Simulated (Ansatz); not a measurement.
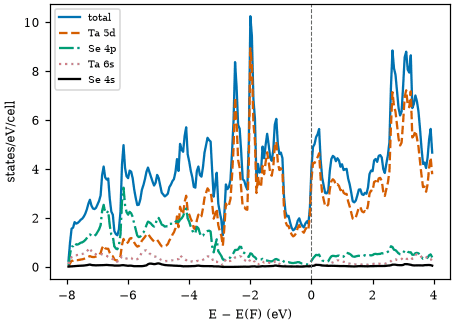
Total and projected density of states of Ta₂Se in space group P4/nmm (No. 129; Ta on 2c, Se on 2c, Ta on 2c), r²SCAN+D4 (plane waves, PAW; program Ansatz)

Q: Which orbitals carry the states next to the Fermi level?

A: Within 0.5 eV of the Fermi level: Ta 5d 84 %, Se 4p 8 %. Projections are on Löwdin-orthogonalised atomic valence shells; empty p or d shells of many metals are not among them.

Q: Where is the tallest occupied peak in this window, and what makes it?

A: Near -2.0 eV, about 10 states/eV per cell; the largest projected share is Ta 5d.

The workflow started from an entry of the Crystallography Open Database (COD). Its standing as an ambient phase is unchecked. The r²SCAN+D4 relaxation kept the symmetry of its start; whether a distortion lowers the energy is not shown. The run is not spin-polarised. Scalar-relativistic: spin–orbit coupling is off unless named, which matters more the heavier the elements.

Potentials: the later of the program's two PAW sets.
